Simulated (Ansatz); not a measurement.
# Nudged elastic band, with input and output: GaNH₆O

The run: nudged elastic band of GaNH₆O. Method and program: RHF/def2-SVP (Ansatz 0.2.0).

It belongs to a series of runs on one base structure; here: band between the two ends. Figures and captions count atoms from 1; the log counts them from 0 in places.

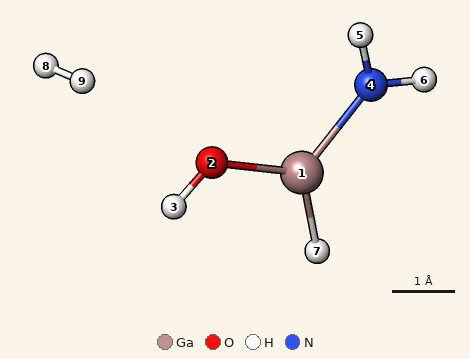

*The input geometry (ball-and-stick view, seen on its broad side; atoms are numbered from 1 in the order of the input). Sticks mark near contacts.*

Bond lengths as drawn: Ga–H 1.56 Å, Ga–N 1.81 Å, Ga–O 1.78 Å, H–H 0.75 Å, H–N 1.00 Å and H–O 0.94 Å.

Key numbers

- outcome: converged
- barrier, forward: 1.503 eV
- barrier, backward: 1.629 eV
- hardware: 2 threads of Arm Neoverse V2, 24 GiB of memory available, shared host
- wall time: 2.7 min (CPU time 4.8 min)
- peak memory: 0.17 GiB

Remarks

The order of the saddle point was not checked.

The input
```yaml
crystal:
  periodic: [false, false, false]
  atoms:
    - { symbol: Ga, position_ang: [-0.007545, -0.42834, -0.358571] }
    - { symbol: O, position_ang: [0.027727, -0.153761, 1.401588] }
    - { symbol: H, position_ang: [-0.77402, -0.182383, 1.896818] }
    - { symbol: "N", position_ang: [1.622371, -0.431982, -1.135326] }
    - { symbol: H, position_ang: [2.474666, -0.300047, -0.626999] }
    - { symbol: H, position_ang: [1.793554, -0.565465, -2.111518] }
    - { symbol: H, position_ang: [-1.350046, -0.640687, -1.128348] }
    - { symbol: H, position_ang: [-0.048341, 3.141048, 2.385915] }
    - { symbol: H, position_ang: [0.073234, 2.424216, 2.21134] }
basis:
  gaussian: { orbitals: def2-SVP }
hamiltonian:
  xc: hf
neb:
  order_check: false
  images: 7
  f_tol: 0.05
  max_iterations: 60
  final_atoms:
    - { symbol: Ga, position_ang: [-0.00203317, 0.64401101, -0.31863996] }
    - { symbol: O, position_ang: [0.04500551, 0.21758999, 1.93449946] }
    - { symbol: H, position_ang: [-0.66061201, -0.31624688, 2.27315713] }
    - { symbol: "N", position_ang: [1.55278828, -0.0622771, -0.97998864] }
    - { symbol: H, position_ang: [1.66456587, -1.01347774, -1.268466] }
    - { symbol: H, position_ang: [2.4235335, 0.42840532, -1.02005065] }
    - { symbol: H, position_ang: [-1.31855873, -0.21296967, -0.50385131] }
    - { symbol: H, position_ang: [-0.02901174, 2.20887359, -0.08647558] }
    - { symbol: H, position_ang: [0.13592248, 0.96869048, 2.50471455] }
  initial_path:
    images:
      - { positions_ang: [[-0.007545, -0.42834, -0.358571], [0.027727, -0.153761, 1.401588], [-0.77402, -0.182383, 1.896818], [1.622371, -0.431982, -1.135326], [2.474666, -0.300047, -0.626999], [1.793554, -0.565465, -2.111518], [-1.350046, -0.640687, -1.128348], [-0.048341, 3.141048, 2.385915], [0.073234, 2.424216, 2.21134]] }
      - { positions_ang: [[-0.00680612, -0.32363429, -0.26431556], [0.02142708, -0.08928255, 1.59004547], [-0.80777612, -0.17384876, 2.04997795], [1.63264824, -0.34408637, -1.08892041], [2.38564411, -0.47898367, -0.75865449], [1.87627857, -0.22008241, -1.90301815], [-1.35420985, -0.4893278, -1.03670056], [-0.01083221, 2.80348529, 1.91765402], [0.0752263, 2.17835957, 2.02883074]] }
      - { positions_ang: [[-0.00606724, -0.21892858, -0.17006012], [0.01512716, -0.0248041, 1.77850294], [-0.84153225, -0.16531452, 2.2031379], [1.64292548, -0.25619074, -1.04251482], [2.29662222, -0.65792034, -0.89030999], [1.95900314, 0.12530018, -1.6945183], [-1.3583737, -0.33796861, -0.94505313], [0.02667658, 2.46592258, 1.44939304], [0.07721861, 1.93250314, 1.84632148]] }
      - { positions_ang: [[-0.00532836, -0.11422287, -0.07580468], [0.00882724, 0.03967435, 1.96696042], [-0.87528837, -0.15678027, 2.35629785], [1.65320272, -0.16829512, -0.99610923], [2.20760033, -0.83685702, -1.02196548], [2.04172771, 0.47068277, -1.48601845], [-1.36253755, -0.18660941, -0.85340569], [0.06418536, 2.12835986, 0.98113205], [0.07921091, 1.68664671, 1.66381222]] }
      - { positions_ang: [[-0.00458949, -0.00951716, 0.01845076], [0.00252733, 0.1041528, 2.15541789], [-0.9090445, -0.14824603, 2.5094578], [1.66347997, -0.08039949, -0.94970365], [2.11857844, -1.01579369, -1.15362098], [2.12445228, 0.81606536, -1.2775186], [-1.36670139, -0.03525022, -0.76175826], [0.10169415, 1.79079715, 0.51287107], [0.08120322, 1.44079028, 1.48130296]] }
      - { positions_ang: [[-0.00395041, 0.15386488, -0.06582192], [0.01314687, 0.13251209, 2.10018828], [-0.84693638, -0.19024625, 2.45038263], [1.63580704, -0.07586889, -0.95727489], [2.0050753, -1.0152147, -1.18233223], [2.19922259, 0.71915035, -1.21315161], [-1.35466573, -0.07968008, -0.69728152], [0.06901768, 1.89531626, 0.36303441], [0.09488303, 1.32276533, 1.73715585]] }
      - { positions_ang: [[-0.00331133, 0.31724692, -0.1500946], [0.02376642, 0.16087139, 2.04495868], [-0.78482825, -0.23224646, 2.39130746], [1.60813412, -0.07133829, -0.96484614], [1.89157216, -1.01463571, -1.21104349], [2.27399289, 0.62223534, -1.14878462], [-1.34263006, -0.12410995, -0.63280478], [0.03634121, 1.99983537, 0.21319775], [0.10856285, 1.20474038, 1.99300875]] }
      - { positions_ang: [[-0.00267225, 0.48062897, -0.23436728], [0.03438597, 0.18923069, 1.98972907], [-0.72272013, -0.27424667, 2.33223229], [1.5804612, -0.0668077, -0.97241739], [1.77806901, -1.01405672, -1.23975474], [2.34876319, 0.52532033, -1.08441764], [-1.3305944, -0.16853981, -0.56832805], [0.00366473, 2.10435448, 0.06336109], [0.12224266, 1.08671543, 2.24886165]] }
      - { positions_ang: [[-0.00203317, 0.64401101, -0.31863996], [0.04500551, 0.21758999, 1.93449946], [-0.66061201, -0.31624688, 2.27315713], [1.55278828, -0.0622771, -0.97998864], [1.66456587, -1.01347774, -1.268466], [2.4235335, 0.42840532, -1.02005065], [-1.31855873, -0.21296967, -0.50385131], [-0.02901174, 2.20887359, -0.08647558], [0.13592248, 0.96869048, 2.50471455]] }
```

Launched with:
```bash
ansatz run input.yaml --threads 2 --pin off --max-ram 3072MiB --backend cpu --events-out ev --progress --plain --runs-dir out
```

The program's output
```
Engine: ansatz 0.2.0, aarch64-unknown-linux-gnu
Functional definition: HF
  exchange = exact_x
  correlation = 0
961 factors; integrals over basis functions are off by at most 4.8e-4 eV
mean field evaluation 1: about -55934.2714 eV, gradient 4.7e1 eV
mean field evaluation 2: about -55934.3146 eV, gradient 4.7e1 eV
mean field evaluation 4: about -55938.7564 eV, gradient 2.9e0 eV
mean field evaluation 8: about -55938.7891 eV, gradient 1.6e-4 eV
mean field -55938.78907253 eV, -2055.7125817425 hartree, gradient 1.3e-5 eV, S^2 0.000000; 0 other end points of the search recorded, 0 dependent functions left out
the calculation of the forces begins
reference -55938.78907253 eV, -2055.7125817425 hartree; 26, 26 occupied and 64, 64 virtual orbitals, 961 factors
964 factors; integrals over basis functions are off by at most 1.3e-3 eV
mean field evaluation 16: about -55938.9119 eV, gradient 7.0e-1 eV
mean field -55938.91542612 eV, -2055.7172251512 hartree, gradient 1.7e-5 eV, S^2 0.000000; 0 other end points of the search recorded, 0 dependent functions left out
[... from here on the field's lines of each further geometry are left out, up to the last ...]
NEB iter   1: max|band force component| = 2.443e1 eV/Å  barrier→ = 4.6568 eV  barrier← = 4.7831 eV  Δτ_max = 0.2000 Å  (305 SCF iters)
NEB iter   2: max|band force component| = 1.911e0 eV/Å  barrier→ = 1.6331 eV  barrier← = 1.7594 eV  Δτ_max = 0.2000 Å  (218 SCF iters)
NEB iter   3: max|band force component| = 2.989e0 eV/Å  barrier→ = 1.7418 eV  barrier← = 1.8682 eV  Δτ_max = 0.0999 Å  (215 SCF iters)
NEB iter   4: max|band force component| = 8.070e-1 eV/Å  barrier→ = 1.8351 eV  barrier← = 1.9614 eV  Δτ_max = 0.2000 Å  (219 SCF iters)
NEB iter   5: max|band force component| = 3.306e0 eV/Å  barrier→ = 1.8668 eV  barrier← = 1.9932 eV  Δτ_max = 0.1002 Å  (221 SCF iters)
NEB iter   6: max|band force component| = 9.259e-1 eV/Å  barrier→ = 1.4832 eV  barrier← = 1.6095 eV  Δτ_max = 0.1991 Å  (220 SCF iters)
NEB iter   7: max|band force component| = 8.554e-1 eV/Å  barrier→ = 1.0415 eV  barrier← = 1.1679 eV  Δτ_max = 0.0556 Å  (215 SCF iters)
NEB iter   8: max|band force component| = 5.038e-1 eV/Å  barrier→ = 0.9658 eV  barrier← = 1.0921 eV  Δτ_max = 0.1148 Å  (221 SCF iters)
NEB iter   9: max|band force component| = 5.337e-1 eV/Å  barrier→ = 0.9256 eV  barrier← = 1.0519 eV  Δτ_max = 0.0576 Å  (211 SCF iters)
NEB iter  10: max|band force component| = 1.292e0 eV/Å  barrier→ = 0.9422 eV  barrier← = 1.0686 eV  CI = image 5  Δτ_max = 0.1159 Å  (209 SCF iters)
NEB iter  11: max|band force component| = 1.072e0 eV/Å  barrier→ = 1.0860 eV  barrier← = 1.2124 eV  CI = image 5  Δτ_max = 0.1976 Å  (219 SCF iters)
NEB iter  12: max|band force component| = 1.138e0 eV/Å  barrier→ = 1.4676 eV  barrier← = 1.5940 eV  CI = image 5  Δτ_max = 0.1616 Å  (215 SCF iters)
NEB iter  13: max|band force component| = 8.797e-1 eV/Å  barrier→ = 1.7037 eV  barrier← = 1.8301 eV  CI = image 5  Δτ_max = 0.0817 Å  (222 SCF iters)
NEB iter  14: max|band force component| = 6.143e-1 eV/Å  barrier→ = 1.7182 eV  barrier← = 1.8445 eV  CI = image 5  Δτ_max = 0.1610 Å  (215 SCF iters)
NEB iter  15: max|band force component| = 3.034e-1 eV/Å  barrier→ = 1.6889 eV  barrier← = 1.8153 eV  CI = image 5  Δτ_max = 0.0610 Å  (222 SCF iters)
NEB iter  16: max|band force component| = 2.523e-1 eV/Å  barrier→ = 1.6733 eV  barrier← = 1.7997 eV  CI = image 5  Δτ_max = 0.1633 Å  (214 SCF iters)
NEB iter  17: max|band force component| = 5.106e-1 eV/Å  barrier→ = 1.6455 eV  barrier← = 1.7719 eV  CI = image 5  Δτ_max = 0.0819 Å  (220 SCF iters)
NEB iter  18: max|band force component| = 3.383e-1 eV/Å  barrier→ = 1.6269 eV  barrier← = 1.7533 eV  CI = image 5  Δτ_max = 0.1623 Å  (218 SCF iters)
NEB iter  19: max|band force component| = 4.999e-1 eV/Å  barrier→ = 1.5927 eV  barrier← = 1.7191 eV  CI = image 5  Δτ_max = 0.0818 Å  (221 SCF iters)
NEB iter  20: max|band force component| = 5.640e-1 eV/Å  barrier→ = 1.5780 eV  barrier← = 1.7043 eV  CI = image 5  Δτ_max = 0.0819 Å  (218 SCF iters)
NEB iter  21: max|band force component| = 6.014e-1 eV/Å  barrier→ = 1.5639 eV  barrier← = 1.6903 eV  CI = image 5  Δτ_max = 0.1642 Å  (219 SCF iters)
NEB iter  22: max|band force component| = 6.427e-1 eV/Å  barrier→ = 1.5405 eV  barrier← = 1.6669 eV  CI = image 5  Δτ_max = 0.1635 Å  (223 SCF iters)
NEB iter  23: max|band force component| = 5.747e-1 eV/Å  barrier→ = 1.5226 eV  barrier← = 1.6490 eV  CI = image 5  Δτ_max = 0.1636 Å  (221 SCF iters)
NEB iter  24: max|band force component| = 4.847e-1 eV/Å  barrier→ = 1.5173 eV  barrier← = 1.6436 eV  CI = image 5  Δτ_max = 0.1660 Å  (215 SCF iters)
NEB iter  25: max|band force component| = 4.688e-1 eV/Å  barrier→ = 1.5058 eV  barrier← = 1.6322 eV  CI = image 5  Δτ_max = 0.1630 Å  (211 SCF iters)
NEB iter  26: max|band force component| = 4.670e-1 eV/Å  barrier→ = 1.5034 eV  barrier← = 1.6298 eV  CI = image 5  Δτ_max = 0.1631 Å  (197 SCF iters)
NEB iter  27: max|band force component| = 5.253e-1 eV/Å  barrier→ = 1.5031 eV  barrier← = 1.6295 eV  CI = image 5  Δτ_max = 0.0824 Å  (205 SCF iters)
NEB iter  28: max|band force component| = 3.926e-1 eV/Å  barrier→ = 1.5030 eV  barrier← = 1.6293 eV  CI = image 5  Δτ_max = 0.0818 Å  (198 SCF iters)
NEB iter  29: max|band force component| = 1.211e-1 eV/Å  barrier→ = 1.5029 eV  barrier← = 1.6292 eV  CI = image 5  Δτ_max = 0.0489 Å  (198 SCF iters)
NEB iter  30: max|band force component| = 8.319e-2 eV/Å  barrier→ = 1.5028 eV  barrier← = 1.6292 eV  CI = image 5  Δτ_max = 0.1091 Å  (187 SCF iters)
NEB iter  31: max|band force component| = 2.602e-1 eV/Å  barrier→ = 1.5028 eV  barrier← = 1.6292 eV  CI = image 5  Δτ_max = 0.0534 Å  (196 SCF iters)
the calculation of the forces begins
reference -55938.84541078 eV, -2055.7146521350 hartree; 26, 26 occupied and 64, 64 virtual orbitals, 963 factors
962 factors; integrals over basis functions are off by at most 1.4e-3 eV
mean field -55937.28623862 eV, -2055.6573536149 hartree, gradient 8.5e-6 eV, S^2 0.000000; 1 other end points of the search recorded, 0 dependent functions left out
the calculation of the forces begins
reference -55937.28623862 eV, -2055.6573536149 hartree; 26, 26 occupied and 64, 64 virtual orbitals, 962 factors
NEB iter  32: max|band force component| = 4.623e-2 eV/Å  barrier→ = 1.5028 eV  barrier← = 1.6292 eV  CI = image 5  Δτ_max = 0.0000 Å  (427 SCF iters)
```

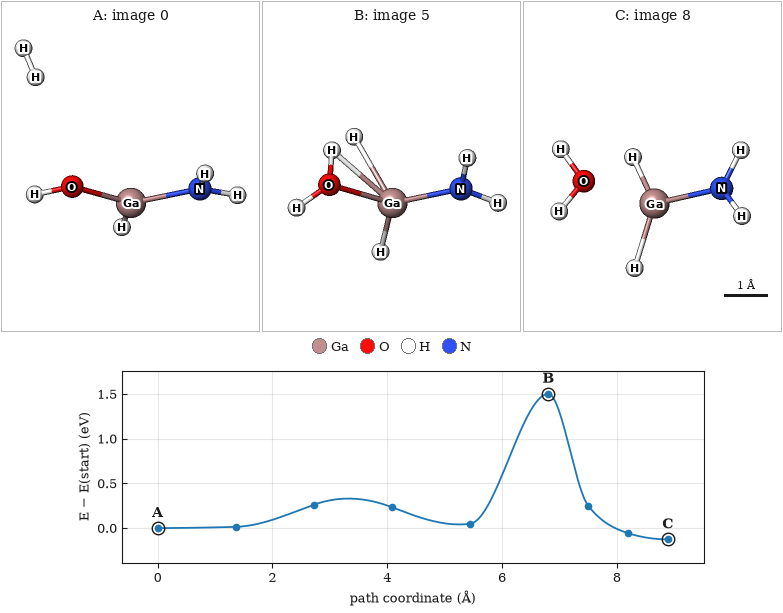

*Images of the last band (counted from 0; ball-and-stick, seen at a tilt) above the energy along the path; the line is a cubic interpolation that uses the forces.*

The highest image is number 5, 1.503 eV above the start and 1.629 eV above the end (the climbing image); the end lies 0.126 eV below the start. The path is 8.89 Å long. The band converged in 32 iterations.

```
Total energy: -55937.28623862 eV, -2055.6573536149 hartree
Atom 0 at    -0.002113     0.166355    -0.061514 Å, force    -0.000958     0.001115     0.000290 eV/Å
Atom 1 at     0.140153     0.297157     1.878585 Å, force     0.003406    -0.001505     0.003368 eV/Å
Atom 2 at    -0.468480    -0.086621     2.494564 Å, force    -0.001171    -0.000279    -0.001175 eV/Å
Atom 3 at     1.609086    -0.184816    -0.823320 Å, force    -0.003852    -0.000253     0.000249 eV/Å
Atom 4 at     1.714280    -0.475353    -1.774930 Å, force     0.003333     0.000790     0.001257 eV/Å
Atom 5 at     2.480440     0.127573    -0.442794 Å, force     0.000194    -0.000798    -0.001810 eV/Å
Atom 6 at    -1.377045    -0.336163    -0.603861 Å, force     0.000056     0.000081     0.000082 eV/Å
Atom 7 at    -0.187882     1.943667     0.507672 Å, force     0.000124    -0.000443    -0.000029 eV/Å
Atom 8 at    -0.096839     1.410799     1.360497 Å, force    -0.001132     0.001291    -0.002230 eV/Å
Dipole moment:    -0.092501    -0.102472     0.058512 e Å
this run last wrote the band of iteration 32 to [file]
```

The last band as extended XYZ (Å, eV, eV/Å)
```
9
Properties=species:S:1:pos:R:3:forces:R:3 image=0 energy=-55938.78907
Ga   -0.0075   -0.4283   -0.3586   -0.0112  -0.0039   0.0043
O     0.0277   -0.1538    1.4016   -0.0029   0.0032  -0.0057
H    -0.7740   -0.1824    1.8968   -0.0016   0.0021   0.0054
N     1.6224   -0.4320   -1.1353    0.0241  -0.0030  -0.0103
H     2.4747   -0.3000   -0.6270   -0.0066  -0.0010  -0.0012
H     1.7936   -0.5655   -2.1115   -0.0061   0.0053   0.0064
H    -1.3500   -0.6407   -1.1283    0.0022  -0.0031  -0.0011
H    -0.0483    3.1410    2.3859    0.0012  -0.0030   0.0022
H     0.0732    2.4242    2.2113    0.0009   0.0034   0.0000
9
Properties=species:S:1:pos:R:3:forces:R:3 image=1 energy=-55938.77481
Ga   -0.0203   -0.2973   -0.1835    0.0019   0.0008  -0.0017
O     0.0506   -0.5383    1.5795   -0.0006   0.0040  -0.0014
H    -0.7453   -0.5818    2.0829    0.0002   0.0036  -0.0006
N     1.5955   -0.3096   -0.9914   -0.0039  -0.0005   0.0044
H     2.4547   -0.4522   -0.4983    0.0046   0.0069   0.0026
H     1.7528   -0.1411   -1.9641   -0.0009  -0.0131  -0.0125
H    -1.3760   -0.0964   -0.9330    0.0011  -0.0011  -0.0033
H     0.0082    2.9822    1.5783   -0.0011   0.0012   0.0084
H     0.0915    2.2971    1.8644   -0.0015  -0.0018   0.0042
9
Properties=species:S:1:pos:R:3:forces:R:3 image=2 energy=-55938.52716
Ga   -0.0547   -0.3348   -0.0763   -0.0064   0.0263   0.0011
O     0.0386   -0.7076    1.6624    0.0128  -0.0622  -0.0057
H    -0.7512   -0.7713    2.1739   -0.0014  -0.0359  -0.0113
N     1.5272   -0.2830   -0.9939    0.0359  -0.0370  -0.0195
H     2.2799   -0.8891   -0.7329    0.0724   0.0013   0.2066
H     1.9148    0.5855   -1.3102   -0.1067   0.0152  -0.1913
H    -1.4550   -0.1202   -0.7379   -0.0053   0.0992   0.0083
H     0.1194    2.9408    0.9990   -0.0027  -0.0060   0.0045
H     0.1926    2.4423    1.5508    0.0014  -0.0008   0.0072
9
Properties=species:S:1:pos:R:3:forces:R:3 image=3 energy=-55938.55598
Ga   -0.0503   -0.4183   -0.0467   -0.0039  -0.0356   0.0242
O     0.0378   -0.3818    1.7328    0.0022   0.0773  -0.0072
H    -0.7454   -0.5040    2.2438   -0.0065   0.0480   0.0004
N     1.5243   -0.1947   -0.9398    0.0402   0.0670  -0.0128
H     1.9289   -0.9085   -1.5120   -0.1255  -0.0179  -0.2333
H     2.2596    0.3687   -0.5629    0.0843  -0.0303   0.2373
H    -1.4390   -0.5989   -0.7419    0.0101  -0.1155  -0.0127
H     0.1177    3.0115    0.9156    0.0032   0.0075   0.0072
H     0.1778    2.4885    1.4460   -0.0040  -0.0005  -0.0030
9
Properties=species:S:1:pos:R:3:forces:R:3 image=4 energy=-55938.73972
Ga    0.0487   -0.2903    0.0706   -0.0220  -0.0010   0.0282
O     0.2118   -0.2178    1.8450    0.0141  -0.0764   0.0012
H    -0.5558   -0.2259    2.3922   -0.0030  -0.0144  -0.0070
N     1.6231   -0.3157   -0.8139    0.0079  -0.0156  -0.0265
H     1.7198   -0.3558   -1.8084    0.0075   0.0049   0.0088
H     2.5126   -0.2755   -0.3571    0.0088  -0.0146   0.0004
H    -1.3480   -0.3235   -0.6285    0.0032  -0.0336  -0.0012
H    -0.2662    2.6351    0.6103   -0.0121   0.0724   0.0122
H    -0.1343    2.2318    1.2247   -0.0044   0.0783  -0.0162
9
Properties=species:S:1:pos:R:3:forces:R:3 image=5 energy=-55937.28624
Ga   -0.0021    0.1664   -0.0615   -0.0010   0.0011   0.0003
O     0.1402    0.2972    1.8786    0.0034  -0.0015   0.0034
H    -0.4685   -0.0866    2.4946   -0.0012  -0.0003  -0.0012
N     1.6091   -0.1848   -0.8233   -0.0039  -0.0003   0.0002
H     1.7143   -0.4754   -1.7749    0.0033   0.0008   0.0013
H     2.4804    0.1276   -0.4428    0.0002  -0.0008  -0.0018
H    -1.3770   -0.3362   -0.6039    0.0001   0.0001   0.0001
H    -0.1879    1.9437    0.5077    0.0001  -0.0004   0.0000
H    -0.0968    1.4108    1.3605   -0.0011   0.0013  -0.0022
9
Properties=species:S:1:pos:R:3:forces:R:3 image=6 energy=-55938.54001
Ga   -0.0264    0.4120   -0.2463   -0.0307   0.3185  -0.2467
O     0.1374    0.3142    1.9275   -0.0072   0.0399   0.0668
H    -0.4867   -0.1025    2.5053   -0.0255  -0.0045   0.0169
N     1.5994   -0.2114   -0.8339   -0.0037  -0.0347  -0.0041
H     1.7155   -0.5715   -1.7609    0.0184  -0.1376   0.0326
H     2.4646    0.1712   -0.5042   -0.0172   0.0749  -0.0749
H    -1.3524   -0.3574   -0.6159    0.0444  -0.0626  -0.0129
H    -0.1697    1.9634    0.2059    0.0031   0.0228  -0.4269
H    -0.0701    1.2446    1.8575    0.0185  -0.2167   0.6492
9
Properties=species:S:1:pos:R:3:forces:R:3 image=7 energy=-55938.84541
Ga   -0.0141    0.5593   -0.3032    0.0044   0.0409  -0.0217
O     0.0797    0.2905    1.9376   -0.0233   0.0024   0.0022
H    -0.4807   -0.2932    2.4296   -0.0012  -0.0543  -0.0246
N     1.5775   -0.1378   -0.8934    0.0008   0.0260  -0.0122
H     1.6501   -0.8499   -1.5919   -0.0084  -0.0999   0.0676
H     2.4679    0.2893   -0.7323    0.0045   0.0512  -0.0694
H    -1.3232   -0.2736   -0.6121    0.0184   0.0061   0.0011
H    -0.0894    2.1108    0.0300    0.0128   0.0453  -0.0742
H    -0.0560    1.1672    2.2707   -0.0081  -0.0177   0.1314
9
Properties=species:S:1:pos:R:3:forces:R:3 image=8 energy=-55938.91543
Ga   -0.0020    0.6440   -0.3186   -0.0203   0.0118   0.0164
O     0.0450    0.2176    1.9345    0.0146  -0.0010  -0.0101
H    -0.6606   -0.3162    2.2732    0.0017   0.0138   0.0077
N     1.5528   -0.0623   -0.9800    0.0000   0.0012  -0.0132
H     1.6646   -1.0135   -1.2685    0.0121  -0.0117   0.0008
H     2.4235    0.4284   -1.0201    0.0144  -0.0042  -0.0026
H    -1.3186   -0.2130   -0.5039   -0.0077  -0.0063  -0.0066
H    -0.0290    2.2089   -0.0865   -0.0011   0.0089   0.0012
H     0.1359    0.9687    2.5047   -0.0136  -0.0124   0.0063
```
